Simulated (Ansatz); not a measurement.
Results of LDA in Ansatz (plane waves, PAW) for hcp Zr.

Numerical settings: plane-wave cutoff 520 eV, 18×18×12 k mesh (along the axes of the cell as run), Fermi–Dirac smearing 0.05 eV, scalar-relativistic PAW data made under PBE.

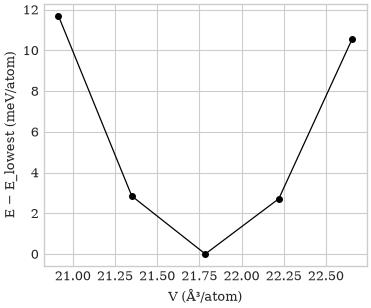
Fig. 1. Total energy against volume

Question: From the curve, estimate the equilibrium volume and the bulk modulus.

Answer: V0 ≈ 21.8 Å³/atom and B0 ≈ 100 GPa; the fit gives V0 = 21.785 Å³/atom, B0 = 102 GPa, B′ = 2.9.

Shape and atoms are relaxed at each volume.

Measured, for comparison: bulk modulus 95.9 GPa (zero-point energy and finite temperature contributions removed, our sources range from 84.3 to 95.9; as tabulated in doi:10.1021/acs.jctc.3c00612). Computed (rounded) less measured: bulk modulus not scored (sources differ).

Note: the bulk modulus comes from volumes at which shape and atoms were relaxed.

Ansatz is an electronic-structure program.
